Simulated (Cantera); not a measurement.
A closed system holds: 1 mol CH3SiCl3, 1 mol HCl, 33 mol H2, equilibrated at 10.0 mbar.

Equilibrium computed with Cantera from the NASA thermochemical tables; the gas is ideal and each condensed phase is pure. Candidate condensed phases: C, C6H6, C7H8, C8H18, Si, SiC; 109 gas species. The feed counts by its element totals alone. The tables' values for SiCl, SiCl3 are old estimates; treat these amounts as uncertain. Equilibrium is a limit: real reactors are often held back by kinetics, nucleation or transport.

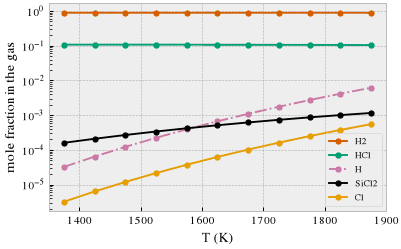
*Equilibrium gas composition (values under 1e-9 drawn at 1e-9)*

From 1375 K to 1875 K the condensed part is C(graphite) + SiC(s). The main Si-bearing gas is SiCl2 throughout. The share of Si in condensed phases is highest at 1375 K (99.3 %) and lowest at 1875 K (95.5 %).
